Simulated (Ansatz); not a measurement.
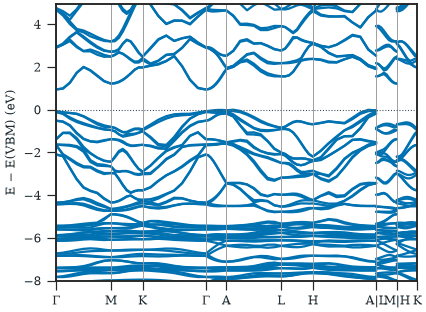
Figure: Band structure from LDA with spin–orbit coupling (plane waves, PAW; program Ansatz)

The gap is 0.94 eV; an edge lies off the plotted path or next to a special point (maximum off the standard path, minimum on the Γ–M line, 3 % of the way from Γ).

The material is HgS in space group P3_221 (No. 154; Hg on 3a, S on 3b).

The LDA relaxation kept the symmetry of its start. A crystal of weakly bound chains computed without a dispersion correction: the cell and the soft elastic constants depend strongly on that.

Potentials: the later of the program's two PAW sets.
